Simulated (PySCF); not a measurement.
Ionisation energy of neutral copper ([Ar] 3d¹⁰ 4s → [Ar] 3d¹⁰). PySCF, aug-cc-pVQZ-PP with a 10-electron core potential, unrestricted single determinants, no spin-orbit coupling. Methods marked “valence” freeze 8 core electrons.

The results, method by method:

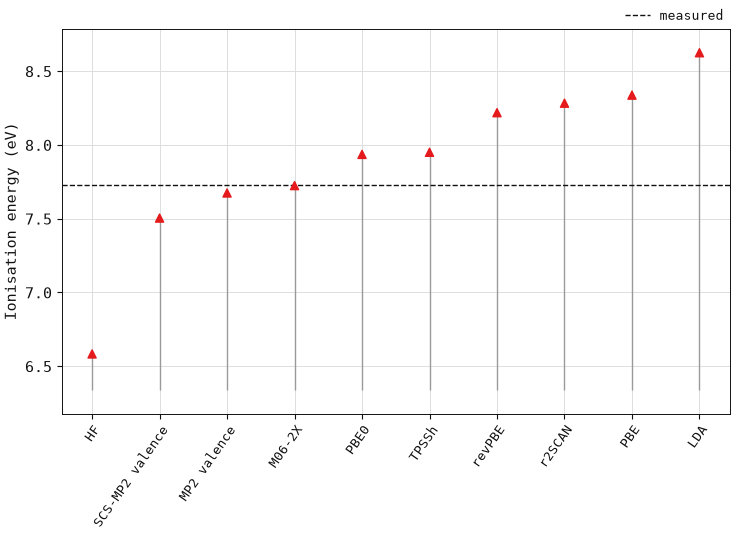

```tsv
Method	Ionisation energy (eV)
HF	6.58
LDA	8.63
PBE	8.34
PBE0	7.94
r2SCAN	8.28
TPSSh	7.95
revPBE	8.22
M06-2X	7.72
MP2 valence	7.67
SCS-MP2 valence	7.50
```

The values run from 6.58 eV (HF) to 8.63 eV (LDA). The measured value is 7.73 eV; nearest to it come M06-2X (−0.00) and MP2 valence (−0.05), furthest HF (−1.14 eV).
